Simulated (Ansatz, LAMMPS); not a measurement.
# Squeezing and shearing amorphous SnO2 (108 atoms)

How stiff is amorphous SnO2 (108 atoms), and how do its levels respond to strain?

Main program and level: Ansatz 0.2.0; Kohn-Sham DFT, PBE, PAW (set soft_1), plane waves.

## (1) The starting structure

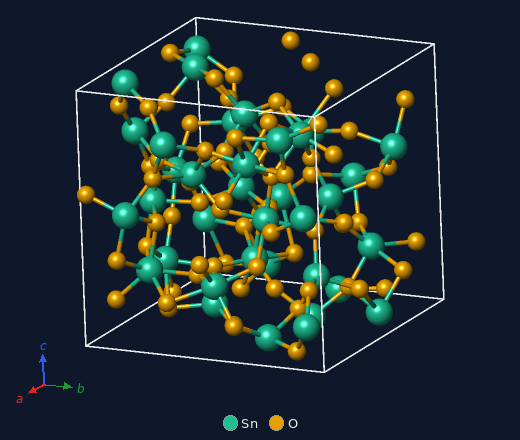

The cell as given, slightly off an axis (tin teal, oxygen orange). Bonds to atoms that aren't drawn are left out.

The cell holds 108 atoms: 36 Sn and 72 O. Cell: a = 11.343 Å, b = 11.343 Å, c = 11.343 Å, α = 90.0°, β = 90.0°, γ = 90.0°. 108 atoms (36 Sn, 72 O) placed at random at 6.03 g/cm³, melted at 5000 K for 10 ps at fixed volume with the Morse and Coulomb pair potential with partial charges (Pedone, Malavasi, Menziani, Cormack and Segre, J. Phys. Chem. B 110, 11780 (2006)). Quenched from 5000 K to 300 K at 50 K/ps and fixed volume, held 10 ps at zero pressure, then minimised at fixed cell.

What the set-up can't give: The quench rate of 50 K/ps is many orders above laboratory rates, so the cell is likely richer in defects and strain than a real sample. The network of bonds at the start is that of the classical potential that made the cell, and needn't be the one that DFT or experiment would give. Only the Γ point is sampled.

## (2) Single point at the start

A single point comes first, to see the forces before anything moves.

Input file input.yaml:

```yaml
crystal:
  lattice:
    - [11.3429, 0.0, 0.0]
    - [0.0, 11.3429, 0.0]
    - [0.0, 0.0, 11.3429]
  atoms:
    - { symbol: Sn, position: [0.84907, 0.47396, 0.23969] }
    - { symbol: Sn, position: [0.97082, 0.17292, 0.52008] }
    - { symbol: Sn, position: [0.60477, 0.03781, 0.73364] }
    - { symbol: Sn, position: [0.75361, 0.64347, 0.02836] }
    - { symbol: Sn, position: [0.95717, 0.82532, 0.87825] }
    - { symbol: Sn, position: [0.63132, 0.79329, 0.24913] }
    - { symbol: Sn, position: [0.17835, 0.56333, 0.66382] }
    - { symbol: Sn, position: [0.3964, 0.64622, 0.00878] }
    - { symbol: Sn, position: [0.84176, 0.62101, 0.72942] }
    - { symbol: Sn, position: [0.01224, 0.64725, 0.44905] }
    - { symbol: Sn, position: [0.74229, 0.34471, 0.63291] }
    - { symbol: Sn, position: [0.44911, 0.42185, 0.79441] }
    - { symbol: Sn, position: [0.9212, 0.89148, 0.14291] }
    - { symbol: Sn, position: [0.20923, 0.25778, 0.67865] }
    - { symbol: Sn, position: [0.97213, 0.34336, 0.81474] }
    - { symbol: Sn, position: [0.33714, 0.38402, 0.19218] }
    - { symbol: Sn, position: [0.38563, 0.92519, 0.05191] }
    - { symbol: Sn, position: [0.80279, 0.1063, 0.98494] }
    - { symbol: Sn, position: [0.14076, 0.08358, 0.26183] }
    - { symbol: Sn, position: [0.38454, 0.18873, 0.93564] }
    - { symbol: Sn, position: [0.52929, 0.10646, 0.21485] }
    - { symbol: Sn, position: [0.68465, 0.6152, 0.46765] }
    - { symbol: Sn, position: [0.35308, 0.07359, 0.51116] }
    - { symbol: Sn, position: [0.07029, 0.59545, 0.01751] }
    - { symbol: Sn, position: [0.14427, 0.40351, 0.38184] }
    - { symbol: Sn, position: [0.10775, 0.05611, 0.9127] }
    - { symbol: Sn, position: [0.09772, 0.31191, 0.09425] }
    - { symbol: Sn, position: [0.88259, 0.87569, 0.55598] }
    - { symbol: Sn, position: [0.20441, 0.80774, 0.24736] }
    - { symbol: Sn, position: [0.42311, 0.7557, 0.49663] }
    - { symbol: Sn, position: [0.44612, 0.39553, 0.5061] }
    - { symbol: Sn, position: [0.56417, 0.71321, 0.77536] }
    - { symbol: Sn, position: [0.65394, 0.12717, 0.48408] }
    - { symbol: Sn, position: [0.82737, 0.1917, 0.26851] }
    - { symbol: Sn, position: [0.16693, 0.89982, 0.63552] }
    - { symbol: Sn, position: [0.61122, 0.35059, 0.08997] }
    - { symbol: O, position: [0.48347, 0.28538, 0.19362] }
    - { symbol: O, position: [0.984, 0.13577, 0.34386] }
    - { symbol: O, position: [0.4251, 0.50881, 0.11302] }
    - { symbol: O, position: [0.71567, 0.66035, 0.86154] }
    - { symbol: O, position: [0.50954, 0.33267, 0.94224] }
    - { symbol: O, position: [0.09175, 0.91721, 0.80094] }
    - { symbol: O, position: [0.32769, 0.89629, 0.55069] }
    - { symbol: O, position: [0.76861, 0.46907, 0.51653] }
    - { symbol: O, position: [0.98685, 0.59839, 0.62626] }
    - { symbol: O, position: [0.10761, 0.28653, 0.51343] }
    - { symbol: O, position: [0.07997, 0.69593, 0.29368] }
    - { symbol: O, position: [0.2733, 0.02793, 0.94274] }
    - { symbol: O, position: [0.84613, 0.7196, 0.47449] }
    - { symbol: O, position: [0.91191, 0.58213, 0.11058] }
    - { symbol: O, position: [0.96459, 0.64524, 0.87171] }
    - { symbol: O, position: [0.91704, 0.26602, 0.65996] }
    - { symbol: O, position: [0.32543, 0.4082, 0.36654] }
    - { symbol: O, position: [0.57377, 0.39731, 0.68071] }
    - { symbol: O, position: [0.16083, 0.54533, 0.48887] }
    - { symbol: O, position: [0.11646, 0.41206, 0.72528] }
    - { symbol: O, position: [0.09852, 0.20205, 0.82141] }
    - { symbol: O, position: [0.16818, 0.46436, 0.17352] }
    - { symbol: O, position: [0.79361, 0.84204, 0.24443] }
    - { symbol: O, position: [0.31549, 0.76433, 0.11451] }
    - { symbol: O, position: [0.22586, 0.0781, 0.65692] }
    - { symbol: O, position: [0.44953, 0.8036, 0.93448] }
    - { symbol: O, position: [0.44756, 0.69536, 0.65035] }
    - { symbol: O, position: [0.83092, 0.44731, 0.76275] }
    - { symbol: O, position: [0.061, 0.92476, 0.23606] }
    - { symbol: O, position: [0.69022, 0.17828, 0.6593] }
    - { symbol: O, position: [0.44976, 0.09076, 0.06267] }
    - { symbol: O, position: [0.68875, 0.64908, 0.64138] }
    - { symbol: O, position: [0.9794, 0.48216, 0.36142] }
    - { symbol: O, position: [0.94512, 0.3202, 0.18596] }
    - { symbol: O, position: [0.17847, 0.2625, 0.26119] }
    - { symbol: O, position: [0.27689, 0.28926, 0.0484] }
    - { symbol: O, position: [0.85657, 0.06141, 0.14775] }
    - { symbol: O, position: [0.34502, 0.25137, 0.55888] }
    - { symbol: O, position: [0.1939, 0.72968, 0.687] }
    - { symbol: O, position: [0.05337, 0.81399, 0.51524] }
    - { symbol: O, position: [0.75806, 0.98432, 0.51493] }
    - { symbol: O, position: [0.73394, 0.59622, 0.29525] }
    [... 24 atom lines left out ...]
    - { symbol: O, position: [0.43537, 0.0925, 0.357] }
    - { symbol: O, position: [0.04552, 0.42003, 0.96592] }
    - { symbol: O, position: [0.57958, 0.76623, 0.41087] }
    - { symbol: O, position: [0.47584, 0.10857, 0.81642] }
    - { symbol: O, position: [0.83262, 0.8017, 0.01448] }
    - { symbol: O, position: [0.88066, 0.80597, 0.71996] }
kpoints:
  mp_grid: { grid: [1, 1, 1] }
hamiltonian:
  xc: pbe
  pseudopotentials: { kind: paw, azcp: { folder: soft_1 } }
scf:
  occupations: { method: fixed }
output:
  forces: true
```

The run is started by

```
> ansatz run input.yaml --threads 4 --pin off --max-ram 8192MiB --backend cpu --events-out ev --progress --plain --runs-dir out
```

Numbers of over 12 decimals in the logs are rounded to 6 here.

What it wrote:

```text
[...]
Pseudopotentials: kind: paw
Pseudopotential: Sn, paw, valence charge 14, recommended cutoff 420 eV (normal), soft_1/Sn.paw.azcp
Pseudopotential: O, paw, valence charge 6, recommended cutoff 420 eV (normal), soft_1/O.paw.azcp
[... 5 lines on functional and potentials left out ...]
Crystal: 108 atoms, lattice volume = 1459.393 Å³
Basis set: ecut = 420 eV, 28425 PW (Γ), exchange–correlation on 160×160×160 points (8 copies of the dense FFT grid, shifted against one another)
Bands: 576, of which v1, the nominal top of the filled ones, is band 468 counted from 1 (467 counted from 0)
Symmetry: 1 space group operations
Space group: P1 (ITA 1), of the structure as read, at distance tolerance 1.1e-4 Å
k-points: 1
[... 5 lines on functional and potentials left out ...]
Initial density: superposition of atomic densities (chi_scale 0.1, normalization cell, long waves kept (reshape's long-wave potential 0.13 eV rms))
Initial wavefunctions: pseudopotential atomic-orbital guess
[...]
SCF iter   1: F=—  HF=-257714.337298 eV  |F-HF|=—  |Δ(HF+E_count)|=         —  Δρ=7.72e-2  dr2=7.67e1  ethr=3.10e-3  ⟨swp⟩=4.0  Hψ=1828  notcnv=0  defer=103
preconditioner: auto → Resta (q_TF=auto, 2.534 Å⁻¹)  ε∞=3.4  [insulator: Δε(μ)=1.219 eV  Ē_g=19.340 eV  n_scr=388 (ndim 8)  ℏωp=29.7 eV  f_vac=0.048  ε∞_Penn≈3.4]
[...]
SCF iter  13: F=—  HF=-257696.412515 eV  |F-HF|=—  |Δ(HF+E_count)|=   1.40e-6  Δρ=5.51e-6  dr2=4.48e-7  ethr=2.26e-10  ⟨swp⟩=2.0  Hψ=724  notcnv=0  defer=101
SCF iter  14: F=-257696.412515 eV  HF=-257696.412515 eV  |F-HF|=3.89e-8  |Δ(HF+E_count)|=   2.33e-7  Δρ=2.31e-6  dr2=7.46e-8  ethr=1.07e-11  ⟨swp⟩=5.0  Hψ=1740  notcnv=0
SCF 1 converged in 14 iterations: F = -257696.412515 eV  dr2 = 7.46e-8
[...]
SCF converged after 14 iterations
Free energy (F): -257696.412515 eV
Harris-Foulkes:  -257696.412515 eV  (|F-HF|=3.89e-8)
Internal energy: -257696.412515 eV  (E = F + TS)
E sigma→0 (E₀):  -257696.412515 eV
Fermi energy:    8.068226 eV
--- Per-component energies (eV) ---
[...]
Σ components = -257696.412515   (vs F -257696.412515, Δ=0.00e0)
--- Forces (eV/Å), atoms counted from 1 ---
  atom   1  Sn     0.35585590    -0.37290673    -0.51266181
  atom   2  Sn    -0.06623427    -0.33807639    -0.41980233
  atom   3  Sn    -0.19774729     0.77471512     0.92144097
  atom   4  Sn     0.52876175     0.17079723     0.86481719
[...]
atom 108  O     -0.62388923    -0.02690466     0.31299036
  max |Σ_I F_I| component: 4.24e-5 eV/Å
```

Run time: 20 s. Hardware: 4 threads of Intel Xeon at 2.60GHz (Ice Lake), shared host; peak memory 2.3 GiB; 70 s of CPU time.

Reading the cycles: dr2 is the Hartree energy of the density residual (eV), the measure of convergence; HF is the Harris–Foulkes estimate of the energy, which meets the free energy F at convergence.

The r.m.s. force at the start is 0.50 eV/Å.

## (3) Cell and atoms relaxed

Cell and atoms are freed together, to release stress as well as forces.

Input file input.yaml:

```yaml
crystal:
  lattice:
    - [11.3429, 0.0, 0.0]
    - [0.0, 11.3429, 0.0]
    - [0.0, 0.0, 11.3429]
  atoms:
    [... the 108 atom lines of step 2 ...]
kpoints:
  mp_grid: { grid: [1, 1, 1] }
hamiltonian:
  xc: pbe
  pseudopotentials: { kind: paw, azcp: { folder: soft_1 } }
scf:
  occupations: { method: fixed }
output:
  forces: true
relax:
  f_tol: 0.05
  max_steps: 150
  cell: {}
```

What it wrote:

```text
[...]
Crystal: 108 atoms, lattice volume = 1459.393 Å³
Basis set: ecut = 420 eV, 28425 PW (Γ), exchange–correlation on 160×160×160 points (8 copies of the dense FFT grid, shifted against one another)
Bands: 576, of which v1, the nominal top of the filled ones, is band 468 counted from 1 (467 counted from 0)
Symmetry: 1 space group operations
[...]
k-points: 1
[...]
SCF iter   1: F=—  HF=-257714.337297 eV  |F-HF|=—  |Δ(HF+E_count)|=         —  Δρ=7.72e-2  dr2=7.67e1  ethr=3.10e-3  ⟨swp⟩=4.0  Hψ=1828  notcnv=0  defer=103
[...]
SCF iter  14: F=-257696.412515 eV  HF=-257696.412515 eV  |F-HF|=3.87e-8  |Δ(HF+E_count)|=   2.33e-7  Δρ=2.30e-6  dr2=7.45e-8  ethr=1.07e-11  ⟨swp⟩=5.0  Hψ=1740  notcnv=0
SCF 1 converged in 14 iterations: F = -257696.412515 eV  dr2 = 7.45e-8
[...]
relax step   1: F+E_penalty+E_count = -257696.41251525 eV  Δ(F+E_penalty+E_count) = +0.000e0 eV  max|allowed force component| = 1.255e0 eV/Å  Δτ_max = 0.0000 Å  P = +6.382 GPa  Ω = 1459.393 Å³  (14 SCF iters, dr2 threshold 1.00e-7 eV, accepted)
[... from here on, the SCF cycles and remarks between the steps are left out ...]
relax step   2: F+E_penalty+E_count = -257699.92997628 eV  Δ(F+E_penalty+E_count) = -3.517e0 eV  max|allowed force component| = 6.600e-1 eV/Å  Δτ_max = 0.1948 Å  P = +0.852 GPa  Ω = 1490.586 Å³  energy of the carried Pulay correction = -6.743e-2 eV  (9 SCF iters, dr2 threshold 1.08e-5 eV, accepted)
relax step   3: F+E_penalty+E_count = -257700.57164495 eV  Δ(F+E_penalty+E_count) = -6.417e-1 eV  max|allowed force component| = 4.043e-1 eV/Å  Δτ_max = 0.0849 Å  P = -0.598 GPa  Ω = 1499.787 Å³  energy of the carried Pulay correction = -8.705e-2 eV  (9 SCF iters, dr2 threshold 1.08e-5 eV, accepted)
relax step   4: F+E_penalty+E_count = -257701.18465221 eV  Δ(F+E_penalty+E_count) = -6.130e-1 eV  max|allowed force component| = 2.053e-1 eV/Å  Δτ_max = 0.2000 Å  P = +0.022 GPa  Ω = 1486.285 Å³  energy of the carried Pulay correction = -5.822e-2 eV  (9 SCF iters, dr2 threshold 1.02e-5 eV, accepted)
relax step   5: F+E_penalty+E_count = -257701.39485365 eV  Δ(F+E_penalty+E_count) = -2.102e-1 eV  max|allowed force component| = 2.235e-1 eV/Å  Δτ_max = 0.2000 Å  P = -0.012 GPa  Ω = 1487.353 Å³  energy of the carried Pulay correction = -6.051e-2 eV  (10 SCF iters, dr2 threshold 2.63e-6 eV, accepted)
relax step   6: F+E_penalty+E_count = -257701.49983809 eV  Δ(F+E_penalty+E_count) = -1.050e-1 eV  max|allowed force component| = 1.911e-1 eV/Å  Δτ_max = 0.2000 Å  P = +0.008 GPa  Ω = 1485.634 Å³  energy of the carried Pulay correction = -5.682e-2 eV  (9 SCF iters, dr2 threshold 3.12e-6 eV, accepted)
relax step   7: F+E_penalty+E_count = -257701.53627589 eV  Δ(F+E_penalty+E_count) = -3.644e-2 eV  max|allowed force component| = 1.310e-1 eV/Å  Δτ_max = 0.1923 Å  P = -0.034 GPa  Ω = 1486.085 Å³  energy of the carried Pulay correction = -5.779e-2 eV  (9 SCF iters, dr2 threshold 2.28e-6 eV, accepted)
relax step   8: F+E_penalty+E_count = -257701.53999349 eV  Δ(F+E_penalty+E_count) = -3.718e-3 eV  max|allowed force component| = 1.159e-1 eV/Å  Δτ_max = 0.2000 Å  P = +0.008 GPa  Ω = 1484.179 Å³  energy of the carried Pulay correction = -5.370e-2 eV  (10 SCF iters, dr2 threshold 1.07e-6 eV, rejected (line search))
relax step   9: F+E_penalty+E_count = -257701.55448323 eV  Δ(F+E_penalty+E_count) = -1.821e-2 eV  max|allowed force component| = 1.467e-1 eV/Å  Δτ_max = 0.0999 Å  P = +0.009 GPa  Ω = 1484.745 Å³  energy of the carried Pulay correction = -5.491e-2 eV  (13 SCF iters, accepted)
relax step  10: F+E_penalty+E_count = -257701.56402400 eV  Δ(F+E_penalty+E_count) = -9.541e-3 eV  max|allowed force component| = 4.687e-2 eV/Å  Δτ_max = 0.1000 Å  P = +0.009 GPa  Ω = 1484.293 Å³  energy of the carried Pulay correction = -5.394e-2 eV  (8 SCF iters, dr2 threshold 1.35e-6 eV, accepted)
relax step  11: F+E_penalty+E_count = -257701.56931067 eV  Δ(F+E_penalty+E_count) = -5.287e-3 eV  max|allowed force component| = 6.124e-2 eV/Å  Δτ_max = 0.1017 Å  P = -0.016 GPa  Ω = 1484.030 Å³  energy of the carried Pulay correction = -5.338e-2 eV  (13 SCF iters, accepted)
relax step  12: F+E_penalty+E_count = -257701.57509610 eV  Δ(F+E_penalty+E_count) = -5.785e-3 eV  max|allowed force component| = 1.055e-1 eV/Å  Δτ_max = 0.1421 Å  P = -0.031 GPa  Ω = 1483.452 Å³  energy of the carried Pulay correction = -5.214e-2 eV  (9 SCF iters, dr2 threshold 2.34e-7 eV, accepted)
relax step  13: F+E_penalty+E_count = -257701.57204775 eV  Δ(F+E_penalty+E_count) = +3.048e-3 eV  max|allowed force component| = 2.938e-1 eV/Å  Δτ_max = 0.2000 Å  P = +0.088 GPa  Ω = 1483.247 Å³  energy of the carried Pulay correction = -5.169e-2 eV  (9 SCF iters, dr2 threshold 6.96e-7 eV, rejected (line search))
relax step  14: F+E_penalty+E_count = -257701.59160303 eV  Δ(F+E_penalty+E_count) = -1.651e-2 eV  max|allowed force component| = 4.339e-2 eV/Å  Δτ_max = 0.0971 Å  P = -0.003 GPa  Ω = 1483.511 Å³  energy of the carried Pulay correction = -5.226e-2 eV  (13 SCF iters, accepted)
[...]
relax step  26: F+E_penalty+E_count = -257701.80564621 eV  Δ(F+E_penalty+E_count) = -1.981e-2 eV  max|allowed force component| = 2.901e-1 eV/Å  Δτ_max = 0.1684 Å  P = -0.106 GPa  Ω = 1484.788 Å³  energy of the carried Pulay correction = -6.015e-3 eV  (9 SCF iters, dr2 threshold 1.07e-6 eV, accepted)
relax step  27: F+E_penalty+E_count = -257701.83431803 eV  Δ(F+E_penalty+E_count) = -2.867e-2 eV  max|allowed force component| = 3.617e-1 eV/Å  Δτ_max = 0.1945 Å  P = -0.100 GPa  Ω = 1483.488 Å³  energy of the carried Pulay correction = -3.313e-3 eV  (8 SCF iters, dr2 threshold 5.26e-6 eV, accepted)
relax step  28: F+E_penalty+E_count = -257701.91174918 eV  Δ(F+E_penalty+E_count) = -7.743e-2 eV  max|allowed force component| = 2.726e-1 eV/Å  Δτ_max = 0.2000 Å  P = +0.141 GPa  Ω = 1481.716 Å³  energy of the carried Pulay correction = +3.526e-5 eV  (8 SCF iters, dr2 threshold 8.18e-6 eV, accepted)
relax step  29: F+E_penalty+E_count = -257701.95247658 eV  Δ(F+E_penalty+E_count) = -4.073e-2 eV  max|allowed force component| = 2.382e-1 eV/Å  Δτ_max = 0.2000 Å  P = -0.024 GPa  Ω = 1482.384 Å³  energy of the carried Pulay correction = -1.353e-3 eV  (9 SCF iters, dr2 threshold 4.64e-6 eV, accepted)
relax step  30: F+E_penalty+E_count = -257702.01272924 eV  Δ(F+E_penalty+E_count) = -6.025e-2 eV  max|allowed force component| = 1.570e-1 eV/Å  Δτ_max = 0.2000 Å  P = +0.021 GPa  Ω = 1483.239 Å³  energy of the carried Pulay correction = -3.211e-3 eV  (9 SCF iters, dr2 threshold 3.55e-6 eV, accepted)
relax step  31: F+E_penalty+E_count = -257702.03435293 eV  Δ(F+E_penalty+E_count) = -2.162e-2 eV  max|allowed force component| = 7.671e-2 eV/Å  Δτ_max = 0.0808 Å  P = -0.002 GPa  Ω = 1483.672 Å³  energy of the carried Pulay correction = -4.110e-3 eV  (8 SCF iters, dr2 threshold 1.54e-6 eV, accepted)
relax step  32: F+E_penalty+E_count = -257702.02858622 eV  Δ(F+E_penalty+E_count) = +5.767e-3 eV  max|allowed force component| = 1.325e-1 eV/Å  Δτ_max = 0.2000 Å  P = -0.045 GPa  Ω = 1484.207 Å³  energy of the carried Pulay correction = -5.269e-3 eV  (10 SCF iters, dr2 threshold 3.68e-7 eV, rejected (line search))
relax step  33: F+E_penalty+E_count = -257702.04514630 eV  Δ(F+E_penalty+E_count) = -1.079e-2 eV  max|allowed force component| = 6.424e-2 eV/Å  Δτ_max = 0.0884 Å  P = +0.032 GPa  Ω = 1483.439 Å³  energy of the carried Pulay correction = -3.624e-3 eV  (13 SCF iters, accepted)
relax step  34: F+E_penalty+E_count = -257702.04560266 eV  Δ(F+E_penalty+E_count) = -4.564e-4 eV  max|allowed force component| = 1.293e-2 eV/Å  Δτ_max = 0.0244 Å  P = +0.004 GPa  Ω = 1483.913 Å³  energy of the carried Pulay correction = -4.617e-3 eV  (8 SCF iters, dr2 threshold 2.58e-7 eV, accepted)
relax step  35: F+E_penalty+E_count = -257702.07326790 eV  Δ(F+E_penalty+E_count) = -2.767e-2 eV  max|allowed force component| = 1.297e-2 eV/Å  Δτ_max = 0.0000 Å  P = +0.026 GPa  Ω = 1483.913 Å³  stress off target by 1.18e-1 GPa  SCF on the basis re-selected at this cell (its energy is not comparable with the rows above)  (7 SCF iters)
relax step  36: F+E_penalty+E_count = -257702.07288624 eV  Δ(F+E_penalty+E_count) = +3.817e-4 eV  max|allowed force component| = 2.343e-2 eV/Å  Δτ_max = 0.0193 Å  P = +0.000 GPa  Ω = 1484.665 Å³  energy of the carried Pulay correction = -1.609e-3 eV  (9 SCF iters, dr2 threshold 3.49e-8 eV, accepted)
relax step  37: F+E_penalty+E_count = -257702.07283721 eV  Δ(F+E_penalty+E_count) = +4.904e-5 eV  max|allowed force component| = 2.342e-2 eV/Å  Δτ_max = 0.0000 Å  P = +0.000 GPa  Ω = 1484.665 Å³  stress off target by 1.14e-2 GPa  SCF on the basis re-selected at this cell (its energy is not comparable with the rows above)  (5 SCF iters)
basis re-selected at this cell: Δ(F+E_penalty+E_count) = +4.904e-5 eV, ΔP = +0.000 GPa vs the last step (what re-selecting the basis moved, of the pressure what is left beyond the Pulay correction that the steps carried, after the strain that the cell walked since its last selection, [...]
SCF converged after 5 iterations
Free energy (F): -257702.072837 eV
[...]
Internal energy: -257702.072837 eV  (E = F + TS)
E sigma→0 (E₀):  -257702.072837 eV
Fermi energy:    7.646980 eV
[...]
--- Forces (eV/Å), atoms counted from 1 ---
  atom   1  Sn     0.00059957    -0.00162737     0.00352845
  atom   2  Sn    -0.00448555    -0.00409000     0.00174463
  atom   3  Sn     0.00269850     0.00696107     0.00389761
  atom   4  Sn     0.01809666     0.00416986     0.00037245
  atom   5  Sn     0.00128006     0.00488031    -0.00686420
  atom   6  Sn     0.00941754    -0.00082622     0.00599027
  atom   7  Sn    -0.00719448     0.00189625     0.00008608
  atom   8  Sn    -0.00396959    -0.00879788    -0.00221703
  atom   9  Sn    -0.00074769    -0.02342035    -0.01213724
  atom  10  Sn     0.00262459     0.00154416    -0.00188318
  atom  11  Sn    -0.00250809     0.02207409     0.01179690
  atom  12  Sn    -0.00302898     0.01047622     0.00354355
  atom  13  Sn     0.00103340     0.00164488    -0.00499938
  atom  14  Sn     0.00693916     0.01176683     0.00127476
[...]
atom 107  O     -0.00275682    -0.01110568    -0.00544730
  atom 108  O     -0.00429913    -0.00604841     0.00189218
  max |Σ_I F_I| component: 3.51e-6 eV/Å
--- Stress (GPa, compression-positive) ---
       -0.001490       0.008584       0.006451
        0.008584       0.004386      -0.000715
        0.006452      -0.000715      -0.001661
  P = ⅓ Tr σ = 0.0004 GPa (0.004 kbar)
--- Relaxed structure (34 steps of the walk, 29 accepted, 3 SCFs on fresh bases) ---
  F+E_penalty+E_count = -257702.07283721 eV   max|allowed force component| = 2.342e-2 eV/Å   (the final SCF, on the basis selected at the relaxed cell)
  cell:  # Å, volume = 1484.6653 Å³
    - [10.997726, 0.497689, 0.019120]
    - [0.497689, 11.516396, 0.101581]
    - [0.019120, 0.101581, 11.746084]
  atoms:
    - { symbol: Sn, position: [0.840800, 0.482535, 0.226004] }
    - { symbol: Sn, position: [0.989308, 0.156954, 0.504810] }
    - { symbol: Sn, position: [0.575779, 0.054971, 0.743435] }
    - { symbol: Sn, position: [0.753597, 0.664091, 0.027404] }
[...]
- { symbol: O, position: [0.875764, 0.801715, 0.716392] }
```

Elapsed: 9.1 min, on 4 threads; peak memory 2.4 GiB; 35 min of CPU time.

The relaxation converged after 34 steps, with a largest force component of 0.023 eV/Å.

(Continued in part 2 of 3.)

[Logs are printed without paths, hosts, clocks, repeated set-up lines and the standing remarks that a program may print on its own settings, such as how far it seeks lower states.]

[Hosts, paths, dates, database ids (printed as entryN), source tags and the programs' standing remarks are cut or masked in the printed files.]
